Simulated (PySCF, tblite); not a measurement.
# In₉N₉H₂₈: electronic excitations

Aim: compute the electronic excitations of In₉N₉H₂₈.

Programs: tblite 0.8.0 and PySCF 2.14.0, with routines of our own; each step states its level. All values are computed. Atoms count from 0.

## (1) The system as given

46 atoms, charge 0, multiplicity 1; geometry from: force field, distance geometry or constructed start.

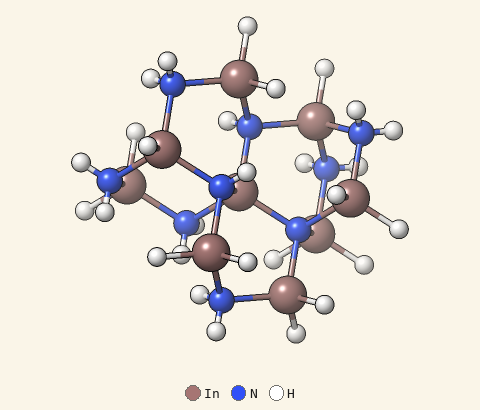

The starting geometry (indium brown, nitrogen blue, hydrogen white); sticks join atoms by distance alone.

## (2) Geometry optimisation with GFN2-xTB

What the job is given:

```
{"job": {"kind": "relax", "xc": "GFN2-xTB", "basis": "xTB"}, "charge": 0, "multiplicity": 1}
In    -1.577500    -1.253900    -2.944600
In     0.175100    -0.232900    -0.074700
In    -3.337900    -0.237800    -0.066800
In    -1.583100    -1.247700     2.801200
In    -1.583400    -3.286400    -0.064400
In     0.175000     1.797000    -2.945600
In     0.178400     1.799200     2.804100
In     3.703100    -0.232800    -0.066300
In     1.941700     2.812000    -0.068200
N      0.175500    -0.236300    -3.660200
N     -1.584500    -1.253300    -0.788700
N      0.175800    -0.237500     2.088600
N      0.174900     1.798200    -0.781600
N      1.941200    -1.252700    -0.789300
N     -3.345300    -0.230400     2.088800
N     -1.584300    -3.284600     2.094900
N      1.939400     2.816000     2.089500
N      3.698600     1.794100    -0.787600
H     -4.192800    -0.724000     2.437700
H     -3.340300     0.745900     2.437900
H      1.936700    -2.228800    -0.438500
H      1.938100    -1.250600    -1.826800
H      0.181700    -0.230900    -4.695200
H      1.023300    -0.730100    -3.316700
H      4.549400     2.290400    -0.439100
H      3.693600     1.796600    -1.824100
H      1.939700     3.796900     2.434500
H      2.787600     2.324400     2.436400
H     -2.430900    -3.775000     2.433200
H     -0.732100    -3.775000     2.438600
H     -0.667200     2.288400    -0.441100
H      1.025600    -0.724500     2.435400
H     -4.773000    -1.060400    -0.653100
H     -1.248500     2.621200    -3.522700
H     -3.341900     1.416200    -0.654500
H     -3.010800    -0.424900    -3.529300
H      0.177500     1.797600     4.553300
H     -1.249700     2.625000     2.221400
H      1.608300     2.618600    -3.526500
H     -0.158300    -4.106700    -0.650000
H      5.128500    -1.062800    -0.647400
H      3.705600    -0.241100     1.685900
H     -1.577500    -2.901000    -3.530000
H      1.941600     4.463500    -0.653000
H     -3.015000    -4.108400    -0.648800
H     -1.584300    -1.250500     4.554000
```

Launch:

```
> OMP_NUM_THREADS=2 python large_run.py task.json out
```

One launch serves the whole session: the jobs run in the order shown.

Log:

```text
step      E/eV     max force
  0   -1401.59917    1.860
  1   -1402.04004    1.427
  2   -1402.53416    0.855
  3   -1402.63313    0.467
  4   -1402.71574    0.447
  5   -1402.77303    0.345
  6   -1402.83182    0.317
  7   -1402.87019    0.286
  8   -1402.90262    0.265
  9   -1402.93592    0.259
 10   -1402.96587    0.245
 11   -1402.98427    0.204
 12   -1402.99928    0.214
 13   -1403.01574    0.242
 14   -1403.03164    0.254
 15   -1403.04596    0.249
 16   -1403.05820    0.200
 17   -1403.06758    0.213
 18   -1403.07448    0.193
 19   -1403.07876    0.120
 20   -1403.08192    0.115
 21   -1403.08569    0.149
 22   -1403.09012    0.149
 23   -1403.09439    0.124
 24   -1403.09800    0.129
 25   -1403.10149    0.138
 26   -1403.10541    0.130
 27   -1403.10914    0.141
 28   -1403.11185    0.103
 29   -1403.11382    0.079
 30   -1403.11555    0.083
 31   -1403.11745    0.081
 32   -1403.11978    0.106
 33   -1403.12253    0.122
 34   -1403.12540    0.103
 35   -1403.12775    0.070
 36   -1403.12942    0.068
 37   -1403.13088    0.066
 38   -1403.13243    0.069
 39   -1403.13398    0.076
 40   -1403.13539    0.065
 41   -1403.13662    0.075
 42   -1403.13780    0.064
 43   -1403.13899    0.067
 44   -1403.14005    0.053
 45   -1403.14090    0.055
 46   -1403.14159    0.044
 47   -1403.14224    0.041
 48   -1403.14294    0.047
 49   -1403.14366    0.049
 50   -1403.14435    0.057
 51   -1403.14505    0.052
 52   -1403.14580    0.048
 53   -1403.14655    0.047
 54   -1403.14725    0.040
 55   -1403.14788    0.038
 56   -1403.14845    0.046
 57   -1403.14902    0.045
 58   -1403.14958    0.036
 59   -1403.15004    0.035
 60   -1403.15044    0.041
 61   -1403.15087    0.044
 62   -1403.15131    0.034
 63   -1403.15173    0.033
 64   -1403.15211    0.036
 65   -1403.15249    0.045
 66   -1403.15295    0.043
 67   -1403.15339    0.032
 68   -1403.15372    0.030
 69   -1403.15396    0.031
 70   -1403.15422    0.035
 71   -1403.15456    0.033
 72   -1403.15495    0.035
 73   -1403.15531    0.037
 74   -1403.15561    0.032
 75   -1403.15589    0.031
 76   -1403.15617    0.027
 77   -1403.15639    0.029
 78   -1403.15659    0.028
 79   -1403.15677    0.027
 80   -1403.15699    0.024
 81   -1403.15722    0.029
 82   -1403.15743    0.026
 83   -1403.15762    0.023
 84   -1403.15780    0.021
 85   -1403.15797    0.027
 86   -1403.15812    0.026
 87   -1403.15827    0.022
 88   -1403.15845    0.020
```

Run time: 10 s. Hardware: 2 threads of Intel Xeon 6975P-C, shared host; peak memory 0.16 GiB.

The steps of the relaxation:

```csv
step,energy from step 0 (eV),largest force (eV/Å)
0,0.0000,1.8605
1,-0.4409,1.4276
2,-0.9350,0.8541
3,-1.0340,0.4678
4,-1.1166,0.4474
5,-1.1739,0.3450
6,-1.2327,0.3167
7,-1.2710,0.2865
8,-1.3035,0.2648
14,-1.4325,0.2543
21,-1.4865,0.1492
28,-1.5127,0.1028
35,-1.5286,0.0709
42,-1.5386,0.0643
49,-1.5445,0.0488
56,-1.5493,0.0459
63,-1.5526,0.0331
70,-1.5550,0.0347
77,-1.5572,0.0285
84,-1.5586,0.0215
85,-1.5588,0.0267
86,-1.5590,0.0265
87,-1.5591,0.0223
88,-1.5593,0.0199
```

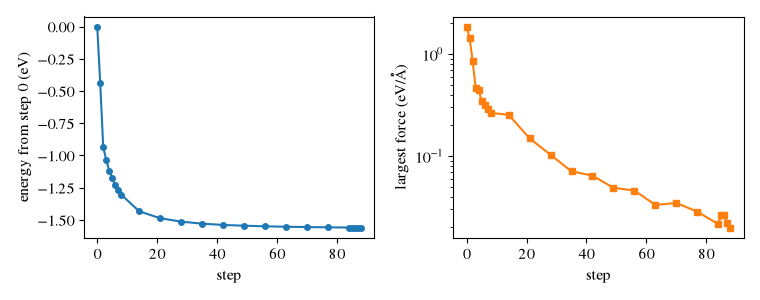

Energy and largest force along the relaxation.

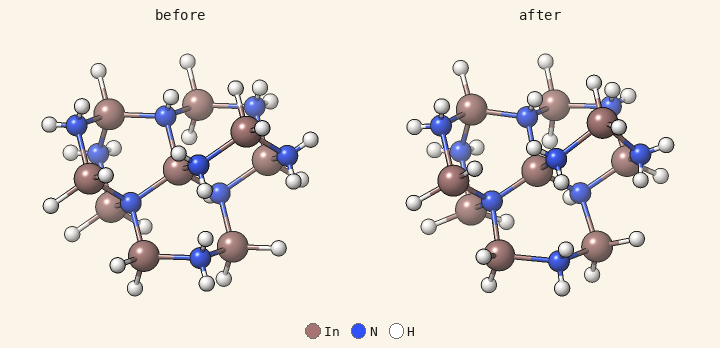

The geometry before (left) and after (right).

Close pairs (by a distance rule), those that changed most:

```csv
bond,before (Å),after (Å),change (Å)
In2–N14,2.156,2.295,+0.139
In1–N10,2.156,2.019,-0.137
In4–N15,2.159,2.271,+0.112
In0–N9,2.150,2.244,+0.095
In8–H43,1.752,1.679,-0.073
In3–H45,1.753,1.681,-0.072
In6–N16,2.155,2.226,+0.071
In4–H44,1.751,1.686,-0.065
```

The final coordinates are the input of the step that follows.

## (3) Electronic excitations: TDA PBE0/def2-SVP

What the job is given:

```
{"job": {"kind": "uv", "basis": "def2-SVP", "grid": 1, "kgrid": 0, "vcut": 1.5, "nstates": 6, "ntriplets": 2, "tda": true, "delta": [], "pop": true, "xc": "PBE0"}, "charge": 0, "multiplicity": 1}
In    -1.708225    -1.349545    -2.932879
In     0.020703    -0.138532    -0.108791
In    -3.346415    -0.266090    -0.235378
In    -1.450868    -1.197253     2.880932
In    -1.437514    -3.280844    -0.266889
In     0.259166     1.950414    -3.014414
In    -0.011966     1.831390     2.816656
In     3.703042    -0.321410     0.222960
In     1.836036     2.899696    -0.109210
N     -0.033283    -0.090925    -3.737968
N     -1.527850    -1.231112    -0.804774
N      0.178003    -0.156711     2.004828
N      0.183733     1.829177    -0.831763
N      1.880803    -1.213732    -0.559690
N     -3.179132    -0.248475     2.053425
N     -1.483579    -3.160061     2.000345
N      1.905518     2.652219     2.038463
N      3.503868     1.660510    -0.722525
H     -4.035240    -0.661713     2.427291
H     -3.193043     0.733070     2.341369
H      1.733435    -2.151986    -0.171992
H      1.970443    -1.363077    -1.567101
H     -0.259648    -0.006993    -4.730257
H      0.839625    -0.623328    -3.714074
H      4.384734     2.173875    -0.659331
H      3.360454     1.493224    -1.721786
H      2.112480     3.541389     2.491411
H      2.661084     2.017079     2.303352
H     -2.365829    -3.595400     2.272807
H     -0.752118    -3.759497     2.386584
H     -0.683266     2.302960    -0.560996
H      1.064801    -0.575513     2.291513
H     -4.654879    -1.305842    -0.492452
H     -1.050657     2.912834    -3.464299
H     -3.187072     1.401677    -0.588954
H     -3.135141    -0.568658    -3.419134
H      0.153083     1.722350     4.499656
H     -1.285861     2.657139     2.031189
H      1.917589     2.258186    -3.384332
H      0.146866    -3.875794    -0.544553
H      4.977675    -1.060790    -0.602760
H      3.605630    -0.137140     1.911146
H     -1.193685    -2.911169    -3.409367
H      1.927458     4.517229    -0.549649
H     -2.901333    -4.034356    -0.629484
H     -1.451986    -1.248868     4.561435
```

With the program's defaults for keys left out, this is: TDA PBE0/def2-SVP, vertical, gas phase, core orbitals frozen in the response, virtual orbitals cut by energy.

Log:

```text
start: PBE on a coarse grid of 170862 points
cycle   1  E = -2185.0916309492  dE = -1.621e+02  |g| = 1.048e+01  |ddm| = 4.236e+01
cycle   2  E = -1525.5162847034  dE =  6.596e+02  |g| = 3.011e+01  |ddm| = 2.604e+02
cycle   3  E = -1890.4125711330  dE = -3.649e+02  |g| = 1.953e+01  |ddm| = 2.553e+02
cycle   4  E = -1725.1924214152  dE =  1.652e+02  |g| = 2.284e+01  |ddm| = 1.078e+02
cycle   5  E = -2217.0839670086  dE = -4.919e+02  |g| = 3.257e+00  |ddm| = 8.819e+01
cycle   6  E = -2210.7468155714  dE =  6.337e+00  |g| = 5.122e+00  |ddm| = 1.319e+01
cycle   7  E = -2218.8359277461  dE = -8.089e+00  |g| = 2.074e+00  |ddm| = 9.102e+00
cycle   8  E = -2219.7648504974  dE = -9.289e-01  |g| = 8.695e-01  |ddm| = 2.852e+00
cycle   9  E = -2219.8523376366  dE = -8.749e-02  |g| = 6.629e-01  |ddm| = 1.529e+00
cycle  10  E = -2219.9471680289  dE = -9.483e-02  |g| = 2.021e-01  |ddm| = 7.867e-01
cycle  11  E = -2219.9554295676  dE = -8.262e-03  |g| = 8.027e-02  |ddm| = 2.764e-01
cycle  12  E = -2219.9566767663  dE = -1.247e-03  |g| = 4.394e-02  |ddm| = 1.311e-01
cycle  13  E = -2219.9571388202  dE = -4.621e-04  |g| = 9.073e-03  |ddm| = 5.060e-02
final grid: 170862 points
cycle  14  E = -2220.0262653119  dE = -2.089e-02  |g| = 6.699e-02  |ddm| = 6.967e-01
cycle  15  E = -2220.0265186354  dE = -2.533e-04  |g| = 4.750e-02  |ddm| = 1.744e-01
cycle  16  E = -2220.0268486698  dE = -3.300e-04  |g| = 2.413e-02  |ddm| = 8.097e-02
cycle  17  E = -2220.0269865925  dE = -1.379e-04  |g| = 5.540e-03  |ddm| = 2.664e-02
cycle  18  E = -2220.0269900052  dE = -3.413e-06  |g| = 2.491e-03  |ddm| = 7.797e-03
cycle  19  E = -2220.0269926779  dE = -2.673e-06  |g| = 7.079e-04  |ddm| = 2.760e-03
cycle  20  E = -2220.0269933891  dE = -7.112e-07  |g| = 1.619e-04  |ddm| = 9.199e-04
cycle  21  E = -2220.0269936007  dE = -2.116e-07  |g| = 5.220e-05  |ddm| = 2.034e-04
converged SCF energy = -2220.0269936007

Static polarisability (au): isotropic 347.270, principal 317.516 356.452 367.842

Singlet excitations
state   eV       nm        f      main configurations
  1   4.9908    248.4   0.04505   H->L 0.95
  2   5.1321    241.6   0.10990   H-1->L 0.93
  3   5.2804    234.8   0.10075   H-2->L 0.90
  4   5.4861    226.0   0.02648   H-3->L 0.63, H->L+1 0.23
  5   5.5314    224.1   0.00458   H->L+1 0.64, H-3->L 0.26
  6   5.6224    220.5   0.00612   H->L+2 0.48, H->L+3 0.27

Triplet excitations (Tamm-Dancoff, eV): 4.7315 4.8173
```

Wall time 2.2 min (2 threads of Intel Xeon 6975P-C, shared host); peak memory 2 GiB.

Frontier orbitals and where they lie:

```csv
orbital,eV,atoms
HOMO−4,-7.50,"N14 13 %, H35 13 %, H32 11 %"
HOMO−3,-7.33,"In0 13 %, H42 11 %, H39 10 %"
HOMO−2,-7.23,"N10 30 %, In0 14 %, H42 10 %"
HOMO−1,-7.05,"N10 29 %, H44 10 %, In4 9 %"
HOMO,-6.90,"N10 30 %, In2 11 %, In0 10 %"
LUMO,-1.02,"In7 12 %, In1 8 %, N12 7 %"
LUMO+1,-0.75,"In7 26 %, In6 17 %, In8 13 %"
LUMO+2,-0.39,"In5 15 %, In7 14 %, In8 11 %"
LUMO+3,-0.31,"In8 15 %, In6 10 %, In3 10 %"
```

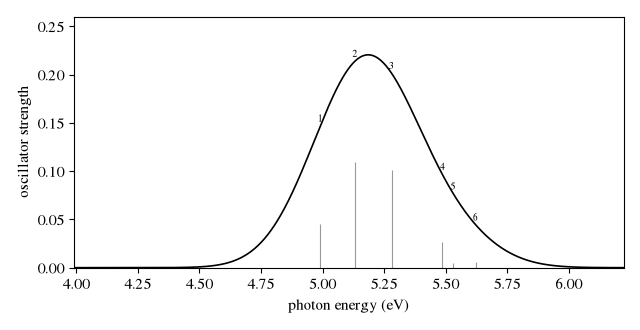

Absorption spectrum from the 6 singlet states computed; above the last one it falls off for lack of states. Lines are broadened to a width of 0.40 eV (Gaussian).

Ground-state properties from the same run:

```csv
property,computed
dipole moment (D),6.45
polarisability (Å³),51.46
HOMO–LUMO gap (eV),5.88
−ε(HOMO) (eV),6.90
```

## (4) What came out

```
                                quantity                        value
          lowest singlet (PBE0/def2-SVP)  4.99 eV (248 nm), f = 0.045
brightest single state of those computed  state 2, 5.13 eV, f = 0.110
                          lowest triplet                      4.73 eV
```

What this shows: The lowest singlet, at 4.99 eV, is HOMO→LUMO 0.95 and is weak; of the 6 states computed, the strongest absorption comes from state 2 at 5.13 eV. The lowest triplet lies 0.26 eV below the lowest singlet. Spin-orbit coupling, left out, mixes singlets and triplets in elements this heavy.
